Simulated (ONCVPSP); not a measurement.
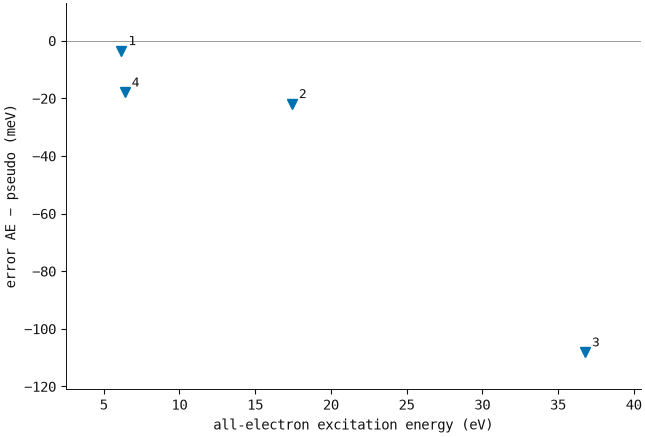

Figure 1. Errors, all-electron minus pseudo, of the energies of valence configurations relative to the unpolarised reference 5s2 5p6 5d1 6s2. Points: 1 = 5s2 5p6 5d1 6s1; 2 = 5s2 5p6 5d1 6s0; 3 = 5s2 5p6 5d0 6s0; 4 = 5s2 5p6 5d0 6s2.

- Worst configuration: 5s2 5p6 5d0 6s0 (charge +3): the error is -108 meV on an all-electron energy of +36.79 eV relative to the reference, or 0.29 %.
- Configurations within 10 meV and within 50 meV: 1 and 3 of 4. The potential isn't sound: its ghost test gives GHOST(-) flagged for f at -111.3 eV; GHOST(+) flagged for d at 97.2 eV.

Pseudopotential generation, with input and output: Pr

- system: praseodymium (Pr, Z = 59), core [Kr] 4d10 4f2, reference valence 5s2 5p6 5d1 6s2, valence charge 11.
- method: ONCV potential, PBE, scalar-relativistic, made with ONCVPSP 4.0.1

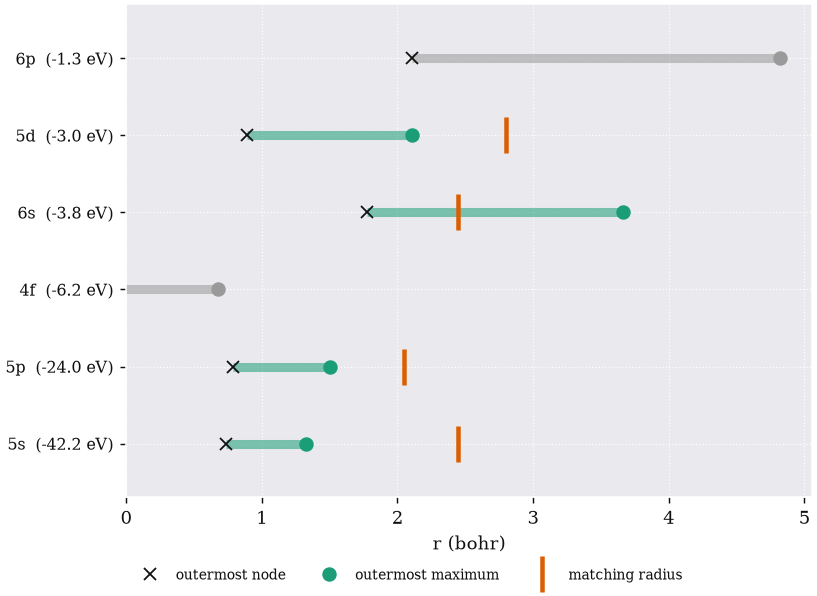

Figure 2. Outer shells of the all-electron reference atom: each bar runs from the outermost node (or the nucleus) to the outermost maximum of u(r); the tick is the radius chosen for the pseudo-wave. Shells without a tick have no pseudo-wave of their own. Levels, nodes and maxima are from ld1.x, scalar-relativistic.

- Radii against the shells: 5s: 2.45 bohr, outside the maximum; 5p: 2.05 bohr, outside the maximum; 6s: 2.45 bohr, between node and maximum; 5d: 2.80 bohr, outside the maximum.

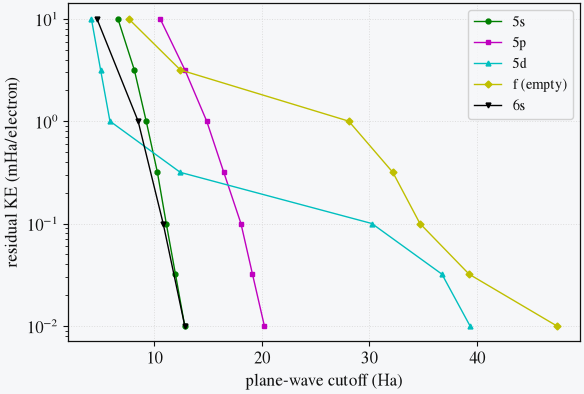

Figure 3. Residual kinetic energy of the pseudo-waves (the first of each channel, and further valence shells) beyond the plane-wave cutoff, as the generator prints it.

- Hardest wave at 1 mHa per electron: f (empty), with rc = 2.40 bohr and qcut = 4.1 1/bohr. The optimisation minimises, but can't always remove, the kinetic energy above qcut²/2 = 8.4 Ha, and a larger rc would as a rule soften the wave at some cost in transferability.
- Cutoffs for 1 mHa per electron: f (empty): 28 Ha; 5p: 15 Ha; 5s: 9.3 Ha; 6s: 8.5 Ha; 5d: 5.9 Ha.
- Cutoffs for the occupied states: 15 Ha for 1 mHa and 30 Ha for 0.1 mHa per electron. The first is set by 5p.

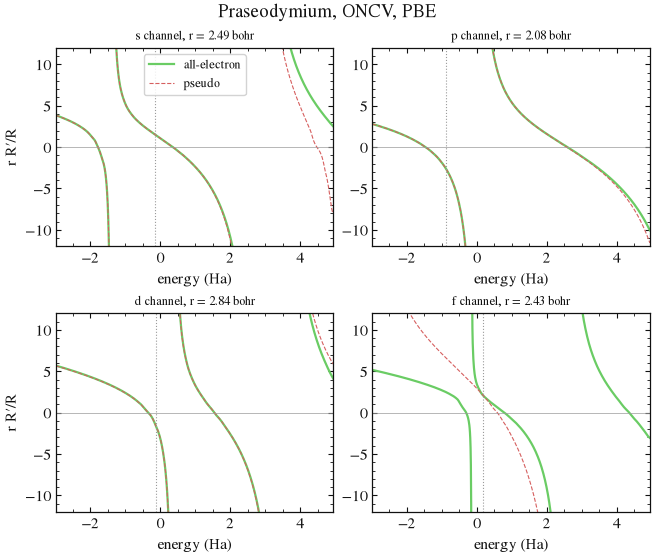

Figure 4. Logarithmic derivatives r R′/R at the test radius against energy, all-electron atom (solid) and pseudo-atom (dashed). Here R(r) is the radial function. The dotted line marks the reference energy of the channel.

- Poles, where the radial function vanishes at the test radius: s: all-electron at -1.4 and 2.8 Ha, pseudo at -1.4 and 2.8 Ha; p: all-electron at 0.0 Ha, pseudo at 0.0 Ha; d: all-electron at 0.4 and 3.5 Ha, pseudo at 0.4 and 3.5 Ha; f: all-electron at -0.2 and 2.5 Ha, pseudo at 2.9 Ha.
- Zeros of the logarithmic derivative: s: all-electron -1.8 and 0.4 Ha, pseudo -1.8, 0.4 and 4.5 Ha; p: all-electron -1.5 and 2.6 Ha, pseudo -1.5 and 2.6 Ha; d: all-electron -0.3 and 1.5 Ha, pseudo -0.3 and 1.5 Ha; f: all-electron -0.3, 0.8 and 4.4 Ha, pseudo 0.6 Ha.

These pictures come from the run below.

Input:
```
# ATOM AND REFERENCE CONFIGURATION
# atsym  z   nc   nv     iexc    psfile
  Pr 59.00   10    4        4      upf
#
#   n    l    f
    1    0    2.00
    2    0    2.00
    2    1    6.00
    3    0    2.00
    3    1    6.00
    3    2   10.00
    4    0    2.00
    4    1    6.00
    4    2   10.00
    4    3    2.00
    5    0    2.00
    5    1    6.00
    5    2    1.00
    6    0    2.00
#
# PSEUDOPOTENTIAL AND OPTIMIZATION
# lmax
    3
#
#   l,   rc,      ep,       ncon, nbas, qcut
    0    2.45    0.00    4    8    5.40
    1    2.05    0.00    4    7    6.80
    2    2.80    0.00    4    9    3.30
    3    2.40    0.18    4    7    4.10
#
# LOCAL POTENTIAL
# lloc, lpopt,  rc(5),   dvloc0
    4    2    1.70    0.00
#
# VANDERBILT-KLEINMAN-BYLANDER PROJECTORs
# l, nproj, debl
    0    2    0.40
    1    2    0.80
    2    3    1.80
    3    1    1.50
#
# MODEL CORE CHARGE
# icmod, fcfact, rcfact
    3    3.25    1.70
#
# LOG DERIVATIVE ANALYSIS
# epsh1, epsh2, depsh
   -3.00    5.00    0.02
#
# OUTPUT GRID
# rlmax, drl
    6.00    0.01
#
# TEST CONFIGURATIONS
# ncnf
    4
# nvcnf
#   n    l    f
    4
    5    0    2.00
    5    1    6.00
    5    2    1.00
    6    0    1.00
#
    4
    5    0    2.00
    5    1    6.00
    5    2    1.00
    6    0    0.00
#
    4
    5    0    2.00
    5    1    6.00
    5    2    0.00
    6    0    0.00
#
    4
    5    0    2.00
    5    1    6.00
    5    2    0.00
    6    0    2.00
#
```

Run as:
```bash
oncvpsp.x < Pr.dat > Pr.out
```

Log (extracts):
```
ONCVPSP  (Optimized Norm-Conservinng Vanderbilt PSeudopotential)
scalar-relativistic version 4.0.1

#   n    l    f        energy (Ha)
    1    0    2.00    -1.5369842E+03
    2    0    2.00    -2.4746356E+02
    2    1    6.00    -2.2143401E+02
    3    0    2.00    -5.3608022E+01
    3    1    6.00    -4.5365397E+01
    3    2   10.00    -3.3796518E+01
    4    0    2.00    -1.0854253E+01
    4    1    6.00    -8.1557892E+00
    4    2   10.00    -4.2950969E+00
    4    3    2.00    -2.2841740E-01
    5    0    2.00    -1.5496557E+00
    5    1    6.00    -8.8098173E-01
    5    2    1.00    -1.1025380E-01
    6    0    2.00    -1.3991547E-01

Reference configufation results
  iterations    26
  all-electron total energy (Ha)   -9.23728862D+03

Begin loop to  construct optimized pseudo wave functions
and semi-local pseudopoentials for all angular momenta

Calculating optimized projector #   1

 for l=   0

    Fraction of norm inside rc  0.961740
    Optimizing pswf for qcut=   5.41 a_B^-1,  ecut=  14.61 Ha
    Residual kinetic energy error=  3.83D-07 Ha

    Energy error per electron        Cutoff
         Ha          eV             Ha
         0.01000     0.27211        6.64
         0.00100     0.02721        9.27
         0.00010     0.00272       11.14
         0.00001     0.00027       12.86

Calculating optimized projector #   2

 for l=   0

    Fraction of norm inside rc  0.075553
    Optimizing pswf for qcut=   5.41 a_B^-1,  ecut=  14.61 Ha
    Residual kinetic energy error=  6.98D-07 Ha

    Energy error per electron        Cutoff
         Ha          eV             Ha
         0.01000     0.27211        4.69
         0.00100     0.02721        8.52
         0.00010     0.00272       10.85
         0.00001     0.00027       12.86

WARNING wellstate: negative energy specified for n= 6 l=  1
WARNING scattering state with energy  0.25000000
WARNING will be used for the first projector

   Wellstate for l =  1  n =  6
     eigenvalue =   0.2500
     asymptotic potential =   0.7500
     half-point radius =  4.3675

Calculating optimized projector #   1

 for l=   1

    Fraction of norm inside rc  0.748422
    Optimizing pswf for qcut=   6.79 a_B^-1,  ecut=  23.08 Ha
    Residual kinetic energy error=  4.89D-07 Ha

    Energy error per electron        Cutoff
         Ha          eV             Ha
         0.01000     0.27211       10.57
         0.00100     0.02721       14.90
         0.00010     0.00272       18.08
         0.00001     0.00027       20.26

Calculating optimized projector #   2

 for l=   1

    Fraction of norm inside rc  0.112950
    Optimizing pswf for qcut=   6.79 a_B^-1,  ecut=  23.08 Ha
    Residual kinetic energy error=  6.39D-07 Ha

    Energy error per electron        Cutoff
         Ha          eV             Ha
         0.01000     0.27211        8.77
         0.00100     0.02721       14.24
         0.00010     0.00272       17.91
         0.00001     0.00027       20.47

   Wellstate for l =  2  n =  7
     eigenvalue =   1.6897
     asymptotic potential =   2.1897
     half-point radius =  4.6866

   Wellstate for l =  2  n =  8
     eigenvalue =   3.4897
     asymptotic potential =   3.9897
     half-point radius =  4.4142

Calculating optimized projector #   1

 for l=   2

    Fraction of norm inside rc  0.553038
    Optimizing pswf for qcut=   3.29 a_B^-1,  ecut=   5.42 Ha
    Residual kinetic energy error=  1.54D-03 Ha

    Energy error per electron        Cutoff
         Ha          eV             Ha
         0.01000     0.27211        4.17
         0.00100     0.02721        5.90
         0.00010     0.00272       30.25
         0.00001     0.00027       39.38

Calculating optimized projector #   2

 for l=   2

    Fraction of norm inside rc  0.231367
    Optimizing pswf for qcut=   3.29 a_B^-1,  ecut=   5.42 Ha
    Residual kinetic energy error=  1.58D-02 Ha

    Energy error per electron        Cutoff
         Ha          eV             Ha
         0.01000     0.27211        5.79
         0.00100     0.02721       11.34
         0.00010     0.00272       34.73
         0.00001     0.00027       47.85

Calculating optimized projector #   3

 for l=   2

    Fraction of norm inside rc  0.209163
    Optimizing pswf for qcut=   3.29 a_B^-1,  ecut=   5.42 Ha
    Residual kinetic energy error=  3.03D-01 Ha

    Energy error per electron        Cutoff
         Ha          eV             Ha
         0.01000     0.27211        7.19
         0.00100     0.02721       12.78
         0.00010     0.00272       43.79
         0.00001     0.00027       61.59

   Wellstate for l =  3  n =  5
     eigenvalue =   0.1800
     asymptotic potential =   0.6800
     half-point radius = 11.4594

Calculating optimized projector #   1

 for l=   3

    Fraction of norm inside rc  0.012652
    Optimizing pswf for qcut=   4.09 a_B^-1,  ecut=   8.37 Ha
    Residual kinetic energy error=  7.59D-03 Ha

    Energy error per electron        Cutoff
         Ha          eV             Ha
         0.01000     0.27211        7.64
         0.00100     0.02721       28.11
         0.00010     0.00272       34.73
         0.00001     0.00027       47.45

Construct Vanderbilt / Kleinmman-Bylander projectors

B matrix Hermiticity error, ll=   0
   1   2    9.9313E-05

  Orthonormal projector coefficients  3.9878E+00  6.5939E-01

B matrix Hermiticity error, ll=   1
   1   2    1.0734E-04

  Orthonormal projector coefficients  3.7058E+00  3.1781E-01

B matrix Hermiticity error, ll=   2
   1   2   -9.5524E-05
   1   3    1.2873E-04
   2   3    1.4272E-04

  Orthonormal projector coefficients -6.0619E+00 -1.7500E+00  1.3536E+00

Model core correction analysis
  based on d2Exc/dn_idn_j

d2excae - all-electron derivatives

   -2.630839D-02   -2.295654D-02   -9.072531D-03   -1.640012D-03
   -2.295653D-02   -2.298439D-02   -1.263815D-02   -2.582681D-03
   -9.072335D-03   -1.263803D-02   -1.754391D-02   -1.368533D-02
   -1.639657D-03   -2.581905D-03   -1.368151D-02   -2.397280D-02

d2excps - pseudofunction derivatives with no core correction

   -3.821375D-02   -2.706009D-02   -9.710796D-03   -2.875820D-03
   -2.706090D-02   -2.647895D-02   -1.355590D-02   -2.989456D-03
   -9.710599D-03   -1.355571D-02   -1.844343D-02   -1.392060D-02
   -2.876382D-03   -2.988681D-03   -1.391671D-02   -2.427710D-02

rms 2nd derivative error    3.486885E-03

rmatch, rhocmatch    1.1877    3.6836

Teter function model core charge with specified parameters

d2excps - pseudofunction derivatives with core correction

   -2.136387D-02   -1.834589D-02   -7.703710D-03   -1.652264D-03
   -1.834580D-02   -1.934787D-02   -1.135670D-02   -2.525036D-03
   -7.703511D-03   -1.135665D-02   -1.693811D-02   -1.354500D-02
   -1.651962D-03   -2.524387D-03   -1.354084D-02   -2.386644D-02

rms 2nd derivative error    2.340480E-03

Pseudoatom total energy  -33.728455

Diagnostic tests using Vanderbilt-Kleinman-Bylander pseudopotentials
  1 or more projectors used as specified by nproj input data

   l    rcore       rmatch      e in        delta e   norm test  slope test

   0   2.4641744   2.5389921  -1.5496557   0.0000008   1.0001100   1.0001030
   0   2.4641744   2.5389921  -0.1399155   0.0000010   1.0000202   1.0000163

   1   2.0593588   2.1218854  -0.8809817  -0.0000030   1.0000839   1.0000951
   1   2.0593588   2.1218854   0.2500000   0.0000036   1.0002219   1.0002219

   2   2.8107811   2.8961225  -0.1102538  -0.0000004   0.9999945   0.9999923
   2   2.8107811   2.8961225   1.6897462   0.0000033   1.0005099   1.0005099
   2   2.8107811   2.8961225   3.4897462  -0.0002310   0.9911679   0.9911679

   3   2.4059108   2.4789595   0.1800000   0.0000029   0.9999988   0.9999988

 Testing for bound ghosts
   n   l    E NL Schr. Eq   E Basis Diag.   E Cutoff

   1   0       -1.549655       -1.549655     43.62
   2   0       -0.139915       -0.122567     43.62

   2   1       -0.880985       -0.880939     52.53

   3   2       -0.110254       -0.108736     70.10

       3                       -4.091039     36.35  WARNING - GHOST(-)

 Testing for highly-localized positive-energy ghosts
       l    <radius>/rc     E Basis Diag.   E Cutoff

       2        0.368818        3.572832     70.10  WARNING - GHOST(+)

Test configuration 0

   n   l     f        eae           eps        diff
   1   0  2.0000-1536.98415301
   2   0  2.0000 -247.46355991
   2   1  6.0000 -221.43401217
   3   0  2.0000  -53.60802239
   3   1  6.0000  -45.36539689
   3   2 10.0000  -33.79651836
   4   0  2.0000  -10.85425327
   4   1  6.0000   -8.15578915
   4   2 10.0000   -4.29509692
   4   3  2.0000   -0.22841740
   5   0  2.0000   -1.54965571   -1.54965492    7.82D-07
   5   1  6.0000   -0.88098173   -0.88098477   -3.04D-06
   5   2  1.0000   -0.11025380   -0.11025419   -3.95D-07
   6   0  2.0000   -0.13991547   -0.13991450    9.74D-07

    Total energies and differences
      AE_ref= -9.23728862D+03  AE_tst= -9.23728862D+03  dif=  0.00D+00
      PS_ref= -3.37284548D+01  PS_tst= -3.37284548D+01  dif= -8.53D-14
      PSP excitation error=  8.53D-14

Test configuration 1

   n   l     f        eae           eps        diff
   1   0  2.0000-1537.20588038
   2   0  2.0000 -247.68431301
   2   1  6.0000 -221.65482173
   3   0  2.0000  -53.82854433
   3   1  6.0000  -45.58592466
   3   2 10.0000  -34.01703418
   4   0  2.0000  -11.07471854
   4   1  6.0000   -8.37624003
   4   2 10.0000   -4.51547082
   4   3  2.0000   -0.44830637
   5   0  2.0000   -1.76963960   -1.77111203   -1.47D-03
   5   1  6.0000   -1.10048300   -1.10117740   -6.94D-04
   5   2  1.0000   -0.31530746   -0.31557192   -2.64D-04
   6   0  1.0000   -0.31705813   -0.31726977   -2.12D-04

    Total energies and differences
      AE_ref= -9.23728862D+03  AE_tst= -9.23706191D+03  dif=  2.27D-01
      PS_ref= -3.37284548D+01  PS_tst= -3.35016264D+01  dif=  2.27D-01
      PSP excitation error= -1.26D-04

Test configuration 2

   n   l     f        eae           eps        diff
   1   0  2.0000-1537.46633658
   2   0  2.0000 -247.94337342
   2   1  6.0000 -221.91396646
   3   0  2.0000  -54.08702115
   3   1  6.0000  -45.84441219
   3   2 10.0000  -34.27554348
   4   0  2.0000  -11.33295326
   4   1  6.0000   -8.63444679
   4   2 10.0000   -4.77355390
   4   3  2.0000   -0.70514797
   5   0  2.0000   -2.02607743   -2.03065745   -4.58D-03
   5   1  6.0000   -1.35487898   -1.35742195   -2.54D-03
   5   2  1.0000   -0.54994954   -0.55134985   -1.40D-03

    Total energies and differences
      AE_ref= -9.23728862D+03  AE_tst= -9.23664808D+03  dif=  6.41D-01
      PS_ref= -3.37284548D+01  PS_tst= -3.30871149D+01  dif=  6.41D-01
      PSP excitation error= -8.02D-04

Test configuration 3

   n   l     f        eae           eps        diff
   1   0  2.0000-1537.86366355
   2   0  2.0000 -248.34365696
   2   1  6.0000 -222.31421332
   3   0  2.0000  -54.48368975
   3   1  6.0000  -46.24111329
   3   2 10.0000  -34.67291080
   4   0  2.0000  -11.72743018
   4   1  6.0000   -9.02893963
   4   2 10.0000   -5.16817929
   4   3  2.0000   -1.09473830
   5   0  2.0000   -2.41018324   -2.41870855   -8.53D-03
   5   1  6.0000   -1.72778590   -1.73477051   -6.98D-03

    Total energies and differences
      AE_ref= -9.23728862D+03  AE_tst= -9.23593675D+03  dif=  1.35D+00
      PS_ref= -3.37284548D+01  PS_tst= -3.23726248D+01  dif=  1.36D+00
      PSP excitation error= -3.97D-03

Test configuration 4

   n   l     f        eae           eps        diff
   1   0  2.0000-1537.29022893
   2   0  2.0000 -247.77263867
   2   1  6.0000 -221.74301081
   3   0  2.0000  -53.91490699
   3   1  6.0000  -45.67230011
   3   2 10.0000  -34.10387705
   4   0  2.0000  -11.16032275
   4   1  6.0000   -8.46198187
   4   2 10.0000   -4.60164861
   4   3  2.0000   -0.53248498
   5   0  2.0000   -1.85209877   -1.85340206   -1.30D-03
   5   1  6.0000   -1.17646301   -1.17878036   -2.32D-03
   6   0  2.0000   -0.35109294   -0.35143032   -3.37D-04

    Total energies and differences
      AE_ref= -9.23728862D+03  AE_tst= -9.23705382D+03  dif=  2.35D-01
      PS_ref= -3.37284548D+01  PS_tst= -3.34930050D+01  dif=  2.35D-01
      PSP excitation error= -6.55D-04
```

Results in brief:

- outcome: generated, with a ghost state
- cutoffs needed: 15 Ha and 30 Ha (the cutoffs at which the residual kinetic energy of the hardest occupied pseudo-wave falls to 1 and 0.1 mHa per electron); the channels without a valence shell are harder: f needs 28 Ha for 1 mHa
- ghost test: GHOST(-) flagged for f at -111.3 eV; GHOST(+) flagged for d at 97.2 eV
- largest excitation error: -108 meV (all-electron minus pseudo) for 5s2 5p6 5d0 6s0, out of 4 test configurations
- rms error of d²Exc/dni dnj: 3.49 mHa without and 2.34 mHa with the model core
- range over which the phases arctan(r R′/R) at the test radius agree within 0.05 rad (a looser test near the poles than one of phase shifts): s: up to about 3.8 Ha; p: over the whole range computed; d: up to about 4.8 Ha; f: between about 0.0 and 0.3 Ha
- hardware: 1 CPU thread, shared host
- wall time: 5.8 s

Notes:

The potential has a bound ghost state, so it can't be used as it stands. The scattering phases part by more than π/2 and stay apart in s from about 4.5 Ha: a level there is either far displaced or one that only the pseudo-atom has. Warnings of the program, in the generation or the tests: wellstate: negative energy specified for n= 6 l= 1. The open f shell is frozen into the core, so the potential fits one valence alone and carries no f magnetism.
